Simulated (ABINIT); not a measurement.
# Quasiparticle gap of SnO2 (Cassiterite) in ABINIT, part 2 of 3

How does a plane-wave GW calculation on SnO2 (Cassiterite) run from the first input to the gap?

ABINIT 10.8.3; LDA and many-body steps on it, plane waves. Known limits of the many-body steps: not at the basis limit; no spin-orbit coupling; coarse k mesh.

So far. Step 2 (Ground state): The gap is direct, at Γ.

## 3. Bands along the symmetry lines

Level of this step: DFT, LDA, plane waves, norm-conserving pseudopotentials (ABINIT).

The cheap functional maps the bands first; the places of the edges decide which points the dearer methods must see.

Input file run.abi:

```
acell 3*1.0 Angstrom
rprim 
  4.738000000000 0.000000000000 0.000000000000
  0.000000000000 4.738000000000 0.000000000000
  0.000000000000 0.000000000000 3.186500000000
ntypat 2
znucl 50 8
natom 6
typat 1 1 2 2 2 2
xred 
  0.000000000000 0.000000000000 0.000000000000
  0.500000000000 0.500000000000 0.500000000000
  0.307100000000 0.307100000000 0.000000000000
  0.192900000000 0.807100000000 0.500000000000
  0.692900000000 0.692900000000 0.000000000000
  0.807100000000 0.192900000000 0.500000000000
pp_dirpath "pseudos"
pseudos "Sn.upf, O.upf"
ecut 42
iscf -2
irdden 1
kptopt 0
nkpt 75
kpt 
  0.00000000 0.00000000 0.00000000
  0.00000000 0.06250000 0.00000000
  0.00000000 0.12500000 0.00000000
  0.00000000 0.18750000 0.00000000
  0.00000000 0.25000000 0.00000000
  0.00000000 0.31250000 0.00000000
  0.00000000 0.37500000 0.00000000
  0.00000000 0.43750000 0.00000000
  0.00000000 0.50000000 0.00000000
  0.06250000 0.50000000 0.00000000
  0.12500000 0.50000000 0.00000000
  0.18750000 0.50000000 0.00000000
  0.25000000 0.50000000 0.00000000
  0.31250000 0.50000000 0.00000000
  0.37500000 0.50000000 0.00000000
  0.43750000 0.50000000 0.00000000
  0.50000000 0.50000000 0.00000000
  0.43750000 0.43750000 0.00000000
  0.37500000 0.37500000 0.00000000
  0.31250000 0.31250000 0.00000000
  0.25000000 0.25000000 0.00000000
  0.18750000 0.18750000 0.00000000
  0.12500000 0.12500000 0.00000000
  0.06250000 0.06250000 0.00000000
  0.00000000 0.00000000 0.00000000
  0.00000000 0.00000000 0.06250000
  0.00000000 0.00000000 0.12500000
  0.00000000 0.00000000 0.18750000
  0.00000000 0.00000000 0.25000000
  0.00000000 0.00000000 0.31250000
  0.00000000 0.00000000 0.37500000
  0.00000000 0.00000000 0.43750000
  0.00000000 0.00000000 0.50000000
  0.00000000 0.06250000 0.50000000
  0.00000000 0.12500000 0.50000000
  0.00000000 0.18750000 0.50000000
  0.00000000 0.25000000 0.50000000
  0.00000000 0.31250000 0.50000000
  0.00000000 0.37500000 0.50000000
  0.00000000 0.43750000 0.50000000
  0.00000000 0.50000000 0.50000000
  0.06250000 0.50000000 0.50000000
  0.12500000 0.50000000 0.50000000
  0.18750000 0.50000000 0.50000000
  0.25000000 0.50000000 0.50000000
  0.31250000 0.50000000 0.50000000
  0.37500000 0.50000000 0.50000000
  0.43750000 0.50000000 0.50000000
  0.50000000 0.50000000 0.50000000
  0.43750000 0.43750000 0.50000000
  0.37500000 0.37500000 0.50000000
  0.31250000 0.31250000 0.50000000
  0.25000000 0.25000000 0.50000000
  0.18750000 0.18750000 0.50000000
  0.12500000 0.12500000 0.50000000
  0.06250000 0.06250000 0.50000000
  0.00000000 0.00000000 0.50000000
  0.00000000 0.50000000 0.00000000
  0.00000000 0.50000000 0.06250000
  0.00000000 0.50000000 0.12500000
  0.00000000 0.50000000 0.18750000
  0.00000000 0.50000000 0.25000000
  0.00000000 0.50000000 0.31250000
  0.00000000 0.50000000 0.37500000
  0.00000000 0.50000000 0.43750000
  0.00000000 0.50000000 0.50000000
  0.50000000 0.50000000 0.00000000
  0.50000000 0.50000000 0.06250000
  0.50000000 0.50000000 0.12500000
  0.50000000 0.50000000 0.18750000
  0.50000000 0.50000000 0.25000000
  0.50000000 0.50000000 0.31250000
  0.50000000 0.50000000 0.37500000
  0.50000000 0.50000000 0.43750000
  0.50000000 0.50000000 0.50000000
istwfk *1
nband 46
nbdbuf 7
tolwfr 1e-07
nstep 50
prtwf 0
prtvol 0
indata_prefix "in"
outdata_prefix "out"
tmpdata_prefix "tmp"
```

On the command line:

```console
$ OMP_NUM_THREADS=1 mpirun -n 8 abinit run.abi > log
```

Numbers of over 12 decimals in the logs are rounded to 6 here.

Log:

```text
.Version 10.8.3 of ABINIT. v10.8.2 released Aug 2026.

 Symmetries : space group P4_2/m n m (#136); Bravais tP (primitive tetrag.)
[... echo of the input left out ...]
== DATASET  1 ==================================================================
-   mpi_nproc: 8, omp_nthreads: 1 (-1 if OMP is not activated)

--- !DatasetInfo
iteration_state: {dtset: 1, }
dimensions: {natom: 6, nkpt: 75, mband: 46, nsppol: 1, nspinor: 1, nspden: 1, mpw: 6320, }
cutoff_energies: {ecut:  42.0, pawecutdg:  -1.0, }
electrons: {nelect:   6.80000000E+01, charge:   0.00000000E+00, occopt:   1.00000000E+00, tsmear:   1.00000000E-02, }

 Real(R)+Recip(G) space primitive vectors, cartesian coordinates (Bohr,Bohr^-1):
 R(1)=  8.9535224  0.0000000  0.0000000  G(1)=  0.1116879  0.0000000  0.0000000
 R(2)=  0.0000000  8.9535224  0.0000000  G(2)=  0.0000000  0.1116879  0.0000000
 R(3)=  0.0000000  0.0000000  6.0216123  G(3)=  0.0000000  0.0000000  0.1660685
 Unit cell volume ucvol=  4.8272594E+02 bohr^3
 Angles (23,13,12)=  9.00000000E+01  9.00000000E+01  9.00000000E+01 degrees

 getcut: wavevector=  0.0000  0.0000  0.0000  ngfft=  54  54  36
         ecut(hartree)=     42.000   => boxcut(ratio)=   2.04927

--- Pseudopotential description ------------------------------------------------
- Sn Generated using ONCVPSP code by D. R. Hamann
- 50.00000  22.00000  180309                  znucl, zion, pspdat
12 -1012 2 -1 1608                            pspcod,pspxc,lmax,lloc,mmax
     nproj     2     2     2
  pspatm : epsatm=   27.51067946
         --- l  ekb(1:nproj) -->
             0    9.730369   -0.593632
             1    3.965824   -0.290188
             2   -2.469055   -0.630375
 pspatm: atomic psp has been read  and splines computed

- O Generated using ONCVPSP code by D. R. Hamann
-  8.00000   6.00000  201201                  znucl, zion, pspdat
12 -1012 2 -1 926                             pspcod,pspxc,lmax,lloc,mmax
     nproj     2     2     1
  pspatm : epsatm=    6.24525921
         --- l  ekb(1:nproj) -->
[...]
2   -1.033686
 pspatm: atomic psp has been read  and splines computed

--------------------------------------------------------------------------------

================================================================================
 prteigrs : about to open file out_EIG
 Non-SCF case, kpt    1 (  0.00000  0.00000  0.00000), residuals and eigenvalues=
  3.01E-08  9.00E-08  2.36E-08  9.04E-08  2.53E-08  2.42E-08  2.05E-08  3.54E-08
  8.09E-08  7.86E-09  2.31E-08  1.31E-08  2.51E-08  3.07E-08  2.89E-08  9.07E-09
  1.11E-08  2.70E-08  2.27E-08  2.81E-08  8.88E-08  4.02E-08  6.16E-08  3.31E-08
[...]
4.98E-08  3.36E-07  1.43E-07  1.38E-07  2.54E-05  6.57E-06
 -4.4485E+00 -4.4485E+00 -2.8300E+00 -2.8300E+00 -2.8285E+00 -2.8285E+00
 -2.8285E+00 -2.8285E+00 -5.3875E-01 -5.1202E-01 -5.0113E-01 -5.0067E-01
[...]
6.8579E-01  6.9039E-01  7.7586E-01  8.4355E-01
[...]
Non-SCF case, kpt   74 (  0.50000  0.50000  0.43750), residuals and eigenvalues=
[...]
Non-SCF case, kpt   75 (  0.50000  0.50000  0.50000), residuals and eigenvalues=
[...]
--- !ResultsGS
iteration_state: {dtset: 1, }
comment   : Summary of ground state results
lattice_vectors:
- [  8.9535224,   0.0000000,   0.0000000, ]
- [  0.0000000,   8.9535224,   0.0000000, ]
- [  0.0000000,   0.0000000,   6.0216123, ]
lattice_lengths: [   8.95352,    8.95352,    6.02161, ]
lattice_angles: [ 90.000,  90.000,  90.000, ] # degrees, (23, 13, 12)
lattice_volume:   4.8272594E+02
convergence: {deltae:  0.000E+00, res2:  0.000E+00, residm:  9.989E-08, diffor:  0.000E+00, }
etotal    :  -5.09143663E+02
entropy   :   0.00000000E+00
fermie    :   2.34361684E-01
cartesian_stress_tensor: null
pressure_GPa: null
xred      :
- [  0.0000E+00,   0.0000E+00,   0.0000E+00, Sn]
- [  5.0000E-01,   5.0000E-01,   5.0000E-01, Sn]
- [  3.0710E-01,   3.0710E-01,   0.0000E+00,  O]
- [  1.9290E-01,   8.0710E-01,   5.0000E-01,  O]
- [  6.9290E-01,   6.9290E-01,   0.0000E+00,  O]
- [  8.0710E-01,   1.9290E-01,   5.0000E-01,  O]
cartesian_forces: null
force_length_stats: {min: null, max: null, mean: null, }

 Integrated electronic density in atomic spheres:
 ------------------------------------------------
 Atom  Sphere_radius  Integrated_density
[...]
================================================================================

 ----iterations are completed or convergence reached----

 Mean square residual over all n,k,spin=   40.233E-09; max=  99.888E-09
 reduced coordinates (array xred) for    6 atoms
[...]
0.692900000000      0.692900000000      0.000000000000
       0.807100000000      0.192900000000      0.500000000000

 cartesian coordinates (angstrom) at end:
[...]
5      3.282960     3.282960     0.000000
    6      3.824040     0.913960     1.593250
 length scales=  1.889726125908  1.889726125908  1.889726125908 bohr
              =  1.000000000000  1.000000000000  1.000000000000 angstroms
 prteigrs : about to open file out_EIG
 Eigenvalues (hartree) for nkpt=  75  k points:
 kpt#   1, nband= 46, wtk=  1.00000, kpt=  0.0000  0.0000  0.0000 (reduced coord)
[...]
kpt#   2, nband= 46, wtk=  1.00000, kpt=  0.0000  0.0625  0.0000 (reduced coord)
[...]
kpt#   3, nband= 46, wtk=  1.00000, kpt=  0.0000  0.1250  0.0000 (reduced coord)
[...]
kpt#  74, nband= 46, wtk=  1.00000, kpt=  0.5000  0.5000  0.4375 (reduced coord)
[...]
0.63542    0.63542    0.70937    0.70937    0.79024    0.79361
 kpt#  75, nband= 46, wtk=  1.00000, kpt=  0.5000  0.5000  0.5000 (reduced coord)
[...]
0.04536    0.04536    0.13847    0.13847    0.14260    0.14260    0.19786    0.19786
   0.20358    0.20358    0.40717    0.40717    0.55158    0.55158    0.63037    0.63037
   0.63686    0.63686    0.71011    0.71011    0.78797    0.79275

== END DATASET(S) ==============================================================
================================================================================

 -outvars: echo values of variables after computation  --------
            nband          46
             nkpt          75
          spgroup         136
 [... the other variables as echoed above ...]

 Calculation completed.
```

Run time: 48 s. Hardware: 8 MPI ranks of Arm Neoverse V2, shared host; peak memory 0.86 GiB; 6.4 min of CPU time.

Numbers from this step:

```
gap                        : 1.138 eV
k of the valence top       : 0, 0, 0
k of the conduction bottom : 0, 0, 0
least direct gap           : 1.138 eV
```

The gap is 1.138 eV, as in the run before at this level.

The electronic bands at the labelled points (eV, zero at the top of the highest filled band):

```
    point  band 31  band 32  band 33  band 34  band 35  band 36  band 37  band 38
        Γ    -1.28    -0.79    -0.79     0.00     1.14     5.88     6.13     6.13
        X    -1.23    -1.23    -0.65    -0.65     4.27     4.27     6.85     6.85
        M    -1.36    -1.36    -0.91    -0.91     4.63     4.63     7.31     7.31
        Γ    -1.28    -0.79    -0.79     0.00     1.14     5.88     6.13     6.13
        Z    -1.69    -1.69    -1.28    -1.28     6.00     6.00     9.53     9.53
        R    -1.11    -1.11    -0.74    -0.74     6.26     6.26     7.87     7.87
        A    -0.99    -0.99    -0.84    -0.84     4.70     4.70     8.63     8.63
        Z    -1.69    -1.69    -1.28    -1.28     6.00     6.00     9.53     9.53
jump to X    -1.23    -1.23    -0.65    -0.65     4.27     4.27     6.85     6.85
        R    -1.11    -1.11    -0.74    -0.74     6.26     6.26     7.87     7.87
jump to M    -1.36    -1.36    -0.91    -0.91     4.63     4.63     7.31     7.31
        A    -0.99    -0.99    -0.84    -0.84     4.70     4.70     8.63     8.63
```

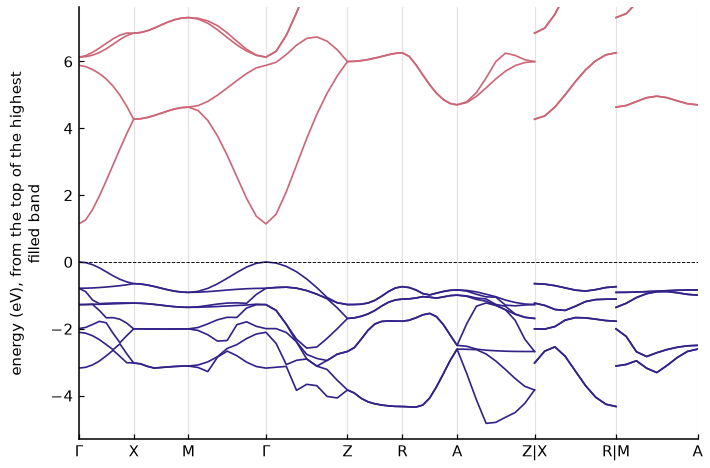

Electronic bands along the path; lines of filled and empty bands in two colours.

## 4. Empty states on the mesh, 2×2×4 mesh, 144 bands

The sums over transitions need many empty states on a uniform mesh; this step solves for them.

Input file run.abi:

```
acell 3*1.0 Angstrom
rprim 
  4.738000000000 0.000000000000 0.000000000000
  0.000000000000 4.738000000000 0.000000000000
  0.000000000000 0.000000000000 3.186500000000
ntypat 2
znucl 50 8
natom 6
typat 1 1 2 2 2 2
xred 
  0.000000000000 0.000000000000 0.000000000000
  0.500000000000 0.500000000000 0.500000000000
  0.307100000000 0.307100000000 0.000000000000
  0.192900000000 0.807100000000 0.500000000000
  0.692900000000 0.692900000000 0.000000000000
  0.807100000000 0.192900000000 0.500000000000
pp_dirpath "pseudos"
pseudos "Sn.upf, O.upf"
ecut 42
ngkpt 2 2 4
nshiftk 1
shiftk 0 0 0
kptopt 1
chksymbreak 0
iscf -2
irdden 1
istwfk *1
nband 144
nbdbuf 12
tolwfr 1e-09
nstep 60
prtvol 0
indata_prefix "in"
outdata_prefix "out"
tmpdata_prefix "tmp"
```

Log:

```text
.Version 10.8.3 of ABINIT. v10.8.2 released Aug 2026.

 Symmetries : space group P4_2/m n m (#136); Bravais tP (primitive tetrag.)
[... echo of the input left out ...]
== DATASET  1 ==================================================================
-   mpi_nproc: 8, omp_nthreads: 1 (-1 if OMP is not activated)
-    --> not optimal distribution: autoparal keyword recommended in input file <--

--- !DatasetInfo
iteration_state: {dtset: 1, }
dimensions: {natom: 6, nkpt: 9, mband: 144, nsppol: 1, nspinor: 1, nspden: 1, mpw: 6312, }
cutoff_energies: {ecut:  42.0, pawecutdg:  -1.0, }
electrons: {nelect:   6.80000000E+01, charge:   0.00000000E+00, occopt:   1.00000000E+00, tsmear:   1.00000000E-02, }

 Real(R)+Recip(G) space primitive vectors, cartesian coordinates (Bohr,Bohr^-1):
 R(1)=  8.9535224  0.0000000  0.0000000  G(1)=  0.1116879  0.0000000  0.0000000
 R(2)=  0.0000000  8.9535224  0.0000000  G(2)=  0.0000000  0.1116879  0.0000000
 R(3)=  0.0000000  0.0000000  6.0216123  G(3)=  0.0000000  0.0000000  0.1660685
 Unit cell volume ucvol=  4.8272594E+02 bohr^3
 Angles (23,13,12)=  9.00000000E+01  9.00000000E+01  9.00000000E+01 degrees

 getcut: wavevector=  0.0000  0.0000  0.0000  ngfft=  54  54  36
         ecut(hartree)=     42.000   => boxcut(ratio)=   2.04927

--- Pseudopotential description ------------------------------------------------
- Sn Generated using ONCVPSP code by D. R. Hamann
- 50.00000  22.00000  180309                  znucl, zion, pspdat
12 -1012 2 -1 1608                            pspcod,pspxc,lmax,lloc,mmax
     nproj     2     2     2
  pspatm : epsatm=   27.51067946
         --- l  ekb(1:nproj) -->
             0    9.730369   -0.593632
             1    3.965824   -0.290188
             2   -2.469055   -0.630375
 pspatm: atomic psp has been read  and splines computed

- O Generated using ONCVPSP code by D. R. Hamann
-  8.00000   6.00000  201201                  znucl, zion, pspdat
12 -1012 2 -1 926                             pspcod,pspxc,lmax,lloc,mmax
     nproj     2     2     1
  pspatm : epsatm=    6.24525921
         --- l  ekb(1:nproj) -->
[...]
2   -1.033686
 pspatm: atomic psp has been read  and splines computed

--------------------------------------------------------------------------------

================================================================================
 prteigrs : about to open file out_EIG
 Non-SCF case, kpt    1 (  0.00000  0.00000  0.00000), residuals and eigenvalues=
  5.67E-10  4.90E-10  5.41E-10  7.02E-10  8.71E-10  6.93E-10  4.96E-10  9.71E-10
  1.08E-10  1.21E-10  9.40E-10  8.22E-11  9.54E-11  1.55E-10  2.73E-10  9.58E-10
  1.32E-10  8.84E-10  7.41E-11  2.26E-10  4.35E-10  1.80E-10  1.65E-10  1.19E-10
[...]
-4.4485E+00 -4.4485E+00 -2.8300E+00 -2.8300E+00 -2.8285E+00 -2.8285E+00
 -2.8285E+00 -2.8285E+00 -5.3875E-01 -5.1202E-01 -5.0113E-01 -5.0067E-01
 -5.0067E-01 -4.9679E-01 -4.9538E-01 -4.9200E-01 -4.9130E-01 -4.9130E-01
[...]
2.6253E+00  2.6279E+00  2.6295E+00  2.6542E+00  2.6542E+00  2.6703E+00
  2.6703E+00  2.6917E+00  2.7345E+00  2.7348E+00  2.7576E+00  2.7676E+00
 prteigrs : prtvol=0 or 1, do not print more k-points.

--- !ResultsGS
iteration_state: {dtset: 1, }
comment   : Summary of ground state results
lattice_vectors:
- [  8.9535224,   0.0000000,   0.0000000, ]
- [  0.0000000,   8.9535224,   0.0000000, ]
- [  0.0000000,   0.0000000,   6.0216123, ]
lattice_lengths: [   8.95352,    8.95352,    6.02161, ]
lattice_angles: [ 90.000,  90.000,  90.000, ] # degrees, (23, 13, 12)
lattice_volume:   4.8272594E+02
convergence: {deltae:  0.000E+00, res2:  0.000E+00, residm:  9.994E-10, diffor:  0.000E+00, }
etotal    :  -5.09143663E+02
entropy   :   0.00000000E+00
fermie    :   2.34361684E-01
cartesian_stress_tensor: null
pressure_GPa: null
xred      :
- [  0.0000E+00,   0.0000E+00,   0.0000E+00, Sn]
- [  5.0000E-01,   5.0000E-01,   5.0000E-01, Sn]
- [  3.0710E-01,   3.0710E-01,   0.0000E+00,  O]
- [  1.9290E-01,   8.0710E-01,   5.0000E-01,  O]
- [  6.9290E-01,   6.9290E-01,   0.0000E+00,  O]
- [  8.0710E-01,   1.9290E-01,   5.0000E-01,  O]
cartesian_forces: null
force_length_stats: {min: null, max: null, mean: null, }

 Integrated electronic density in atomic spheres:
 ------------------------------------------------
 Atom  Sphere_radius  Integrated_density
[...]
================================================================================

 ----iterations are completed or convergence reached----

 Mean square residual over all n,k,spin=   42.775E-11; max=  99.943E-11
 reduced coordinates (array xred) for    6 atoms
[...]
0.692900000000      0.692900000000      0.000000000000
       0.807100000000      0.192900000000      0.500000000000

 cartesian coordinates (angstrom) at end:
    1      0.000000     0.000000     0.000000
    2      2.369000     2.369000     1.593250
    3      1.455040     1.455040     0.000000
    4      0.913960     3.824040     1.593250
    5      3.282960     3.282960     0.000000
    6      3.824040     0.913960     1.593250
 length scales=  1.889726125908  1.889726125908  1.889726125908 bohr
              =  1.000000000000  1.000000000000  1.000000000000 angstroms
 prteigrs : about to open file out_EIG
 Eigenvalues (hartree) for nkpt=   9  k points:
 kpt#   1, nband=144, wtk=  0.06250, kpt=  0.0000  0.0000  0.0000 (reduced coord)
[...]
2.57301    2.58586    2.60882    2.60882    2.62526    2.62793    2.62945    2.65422
   2.65422    2.67027    2.67027    2.69175    2.73454    2.73483    2.75764    2.76757
 prteigrs : prtvol=0 or 1, do not print more k-points.

== END DATASET(S) ==============================================================
================================================================================

 -outvars: echo values of variables after computation  --------
            nband         144
             nkpt           9
          spgroup         136
 [... the other variables as echoed above ...]

 Calculation completed.
```

Elapsed: 60 s, on 8 MPI ranks; peak memory 0.69 GiB; 8 min of CPU time.

This step gave:

| Property | Result |
| --- | --- |
| gap | 1.138 eV |
| k of the valence top | 0, 0, 0 |
| k of the conduction bottom | 0, 0, 0 |
| least direct gap | 1.138 eV |
| k points computed | 9 |
| lowest point of the top converged band, above the valence top | 61.2232 eV |

On this mesh the gap is 1.138 eV.

[end of part 2 of 3]

[Paths, hosts, dates, memory and timing lines, banners, echoed tables and standing remarks are left out of the program output.]

[Logs are printed without paths, hosts, clocks, repeated set-up lines and the standing remarks that a program may print on its own settings, such as how far it seeks lower states.]

[Runs of the session that timed out or met a known fault of the program may be left out.]

[Hosts, paths, dates, database ids (printed as entryN), source tags and the programs' standing remarks are cut or masked in the printed files.]

[G0W0 gaps are taken among the corrected bands and points alone; a level outside them can change the order at an edge.]

[Where Ansatz stands beside ABINIT at settings called matched, ABINIT's density can come from a denser mesh and the files from another edition; pairs whose starting gaps differed by over 0.03 eV were left out, so agreement reads better than it is.]
